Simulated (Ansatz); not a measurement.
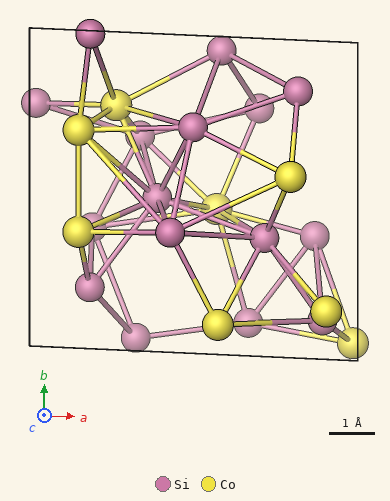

Starting frame of a dynamics run of an amorphous cell of composition CoSi₂ (24 atoms in the cell). Style: ball-and-stick. Shown: the simulation cell, along the c axis. Bonds to atoms that aren't drawn are left out.

Theory: Ansatz, DFT PBE, scalar-relativistic, plane waves, PAW.

Input
```yaml
crystal:
  lattice:
    - [7.416926, -0.167248, -0.121908]
    - [-0.167248, 7.174568, 0.068321]
    - [-0.121908, 0.068321, 6.752577]
  atoms:
    - { symbol: Si, position: [0.4936436297, 0.7068622801, 0.6956021145] }
    - { symbol: Si, position: [0.0158303673, 0.7612662002, 0.1978398906] }
    - { symbol: Si, position: [0.1811863276, 0.9861680942, 0.7993976545] }
    - { symbol: Si, position: [0.6959210758, 0.7756728417, 0.0778349392] }
    - { symbol: Si, position: [0.4243163024, 0.372406398, 0.8084810901] }
    - { symbol: Si, position: [0.8881177535, 0.1180294776, 0.4416302374] }
    - { symbol: Si, position: [0.8136326906, 0.8345379616, 0.6598450758] }
    - { symbol: Si, position: [0.7112856352, 0.3689479361, 0.552961614] }
    - { symbol: Si, position: [0.3849888138, 0.4794284658, 0.4009591402] }
    - { symbol: Si, position: [0.1796253505, 0.1891582853, 0.3870872719] }
    - { symbol: Si, position: [0.333055844, 0.6737145823, 0.0518754122] }
    - { symbol: Si, position: [0.8646473979, 0.382416636, 0.1339588072] }
    - { symbol: Si, position: [0.6621916335, 0.0998604492, 0.0619500674] }
    - { symbol: Si, position: [0.5811753017, 0.9521564905, 0.3850949291] }
    - { symbol: Si, position: [0.3194938704, 0.03708102, 0.0773391414] }
    - { symbol: Si, position: [0.187044662, 0.3783128342, 0.0178402745] }
    - { symbol: Co, position: [0.1453864434, 0.6820073151, 0.6760233515] }
    - { symbol: Co, position: [0.9808956246, 0.0507788192, 0.1587986811] }
    - { symbol: Co, position: [0.8995468563, 0.1465111256, 0.7930768602] }
    - { symbol: Co, position: [0.1447378639, 0.3617284913, 0.6277330166] }
    - { symbol: Co, position: [0.2601499516, 0.7653754589, 0.3962160282] }
    - { symbol: Co, position: [0.5695921805, 0.08915391, 0.7372156898] }
    - { symbol: Co, position: [0.5659978293, 0.4531714845, 0.1150897607] }
    - { symbol: Co, position: [0.7908264623, 0.5648214371, 0.8337807018] }
  symmetry: { detect: false }
basis:
  ecutwfc: 420
  xc_grid: 1
kpoints:
  mp_grid: { grid: [1, 1, 1], shift: [0.25, 0.25, 0.25] }
hamiltonian:
  xc: pbe
scf:
  occupations: { method: fermi_dirac, width: 0.2146 }
  lower_state_search: "off"
  convergence: { dr2_threshold: 1.0e-05 }
output:
  forces: true
  stress: true
md:
  timestep: 3.0
  n_steps: 50
  ensemble: nvt_langevin
  friction: 0.005
  temperature: 2490.0
  initial_velocities: maxwell_boltzmann
  seed: 4094
```

Launched with:
```bash
ansatz run input.yaml --threads 2 --pin off --max-ram 5120MiB --backend cpu --events-out ev --progress --plain --runs-dir out
```

### What does the trajectory do?

The mean temperature in the second half is 2581 K (standard deviation 265 K). The potential energy in the second half lies on average 21.4 meV per atom below the first frame. The mean pressure there is −1.0 GPa. Root-mean-square distances from the starting positions over the second half, with the common drift of all atoms taken out: Si 0.95 Å, Co 0.77 Å. That is a large part of the typical shortest distance between atoms in the first frame, about 2.3 Å and still growing: the atoms leave their places as in a liquid. Bond changes: 14 Si–Si bonds break between 75 fs and 150 fs; 7 Si–Si bonds form between 81 fs and 150 fs.

Along the run (each row but the first and the last is the mean over the interval that it begins):

```tsv
time (fs)	potential energy (meV/atom)	T (K)	p (GPa)
0.0	0.0	2386	-3.0
15.0	39.9	1971	-0.3
30.0	71.6	1891	2.3
45.0	22.2	2119	1.0
60.0	-37.5	2620	-2.1
75.0	-45.9	2812	-2.6
90.0	12.1	2404	0.5
105.0	8.9	2380	0.9
120.0	-59.6	2895	-2.1
135.0	-31.1	2470	-1.9
150.0	22.2	2308	-0.2
```

The paths of the atoms:

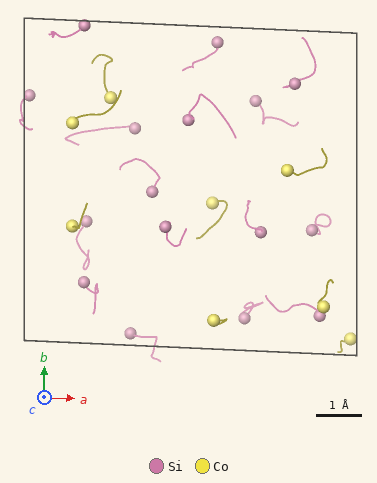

Limits of the set-up: the periodic images lie only 6.8 Å apart, so the values are limited by the cell's size.

Cost: 9.5 min on 2 threads of Intel(R) Xeon(R) Processor @ 2.50GHz (Skylake/Cascade Lake), with other jobs on the host, peak memory 0.6 GiB.
